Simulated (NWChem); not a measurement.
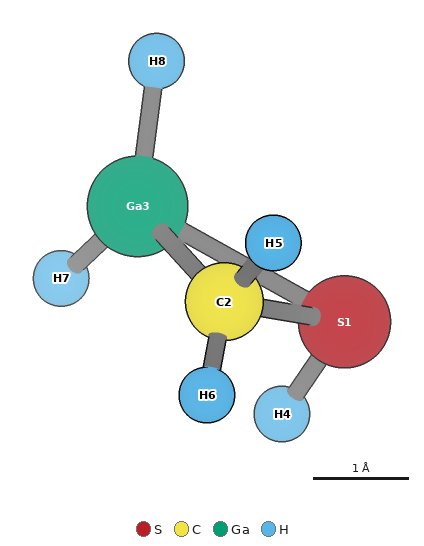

Figure 1. The structure as given in the input (ball-and-stick view, seen at a tilt; atoms are numbered from 1 in the order of the input). Sticks mark near contacts.

**Energy and gradient calculation of CH5GaS**

- system: CH5GaS
- method: B3LYP/3-21G, RKS (NWChem 7.3.0)

The geometry comes from this level: GFN2-xTB.

## The input
```python
from ase import Atoms
from ase.calculators.nwchem import NWChem

system = Atoms(['S', 'C', 'Ga', 'H', 'H', 'H', 'H', 'H'], positions=[
    [-1.347940, 0.517150, 0.523480],
    [0.442760, 0.917560, 0.089790],
    [0.481000, -1.079710, -0.056020],
    [-1.754070, 0.310910, -0.734690],
    [0.855290, 1.329620, 1.015150],
    [0.431230, 1.702090, -0.666910],
    [-0.034930, -1.787380, -1.338360],
    [0.926670, -1.910230, 1.167560],
])

calc = NWChem(
    label='ch5gas',
    theory='dft',
    memory='2200 mb',
    basis='3-21G',
    basispar='spherical bse',
    dft={'xc': 'b3lyp', 'mult': '1', 'grid': 'xfine', 'convergence': 'energy 1e-08', 'iterations': '100', 'mulliken': None},
)
system.calc = calc

forces = system.get_forces()
print(f"energy = {system.get_potential_energy():.6f} eV")
print("forces (eV/A):")
for s, f in zip(system.symbols, forces):
    print(f"{s:2s} {f[0]:10.5f} {f[1]:10.5f} {f[2]:10.5f}")
print("dipole (e A):", system.get_dipole_moment().round(4))
```

## File ch5gas.nwi
```
title "ch5gas"

permanent_dir ch5gas

scratch_dir ch5gas

start ch5gas

geometry units angstrom nocenter noautosym noautoz
  S  -1.3479399999999999e+00 5.1715000000000000e-01 5.2347999999999995e-01
  C  4.4275999999999999e-01 9.1756000000000004e-01 8.9789999999999995e-02
  Ga 4.8099999999999998e-01 -1.0797099999999999e+00 -5.6020000000000000e-02
  H  -1.7540700000000000e+00 3.1091000000000002e-01 -7.3468999999999995e-01
  H  8.5528999999999999e-01 1.3296200000000000e+00 1.0151500000000000e+00
  H  4.3123000000000000e-01 1.7020900000000001e+00 -6.6691000000000000e-01
  H  -3.4930000000000003e-02 -1.7873800000000000e+00 -1.3383600000000000e+00
  H  9.2666999999999999e-01 -1.9102300000000001e+00 1.1675599999999999e+00
end

memory 2200 mb

basis spherical bse noprint
   * library 3-21G
end

dft
  xc b3lyp
  mult 1
  grid xfine
  convergence energy 1e-08
  iterations 100
  mulliken
end

task dft gradient
```

Hardware: 1 thread of AMD EPYC (Zen 5), 16 GiB of memory available, shared host.

Launched with:
```bash
export ASE_NWCHEM_COMMAND="nwchem PREFIX.nwi > PREFIX.nwo"
python run.py
```

## The program's output
```
energy = -64015.857985 eV
forces (eV/A):
S    -1.59810    0.13591    1.29136
C     0.91819   -0.07616   -0.22189
Ga    0.61629    0.20394    0.00226
H    -0.44634    0.04859   -0.80584
H     0.08577   -0.16609   -0.10634
H     0.28745   -0.26477   -0.12038
H    -0.01188    0.10094   -0.23670
H     0.14861    0.01764    0.19756
dipole (e A): [ 0.012   0.2721 -0.2068]
```

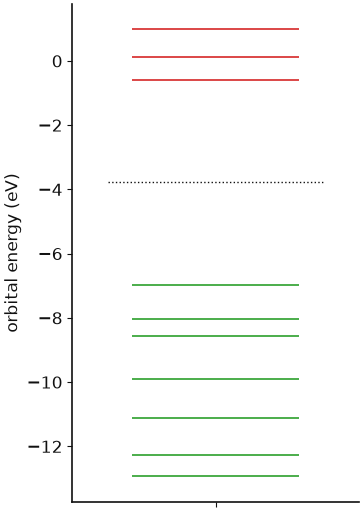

Figure 2. Orbital energies near the frontier; the dotted line parts filled from empty levels, and levels within 0.02 eV of each other stand side by side. Highest filled −6.97 eV, lowest empty −0.59 eV, 6.38 eV apart.

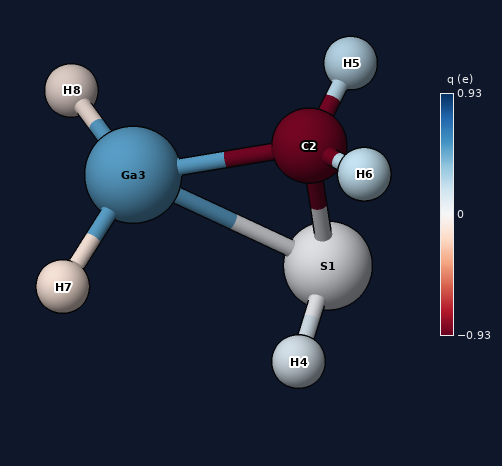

Figure 3. Mulliken charges, as the colour of each atom (ball-and-stick view, seen at a tilt; atoms are numbered from 1 in the order of the input). By element: S +0.01, C −0.89, Ga +0.50 and H −0.12 to +0.25 e.

## Summary

- outcome: converged
- total energy: −2352.539409 hartree
- basis functions: 54
- largest force: 2.059 eV/Å
- HOMO: −6.97 eV
- LUMO: −0.59 eV
- dipole moment: 1.64 D
- wall time: 12 s
- peak memory: 0.14 GiB
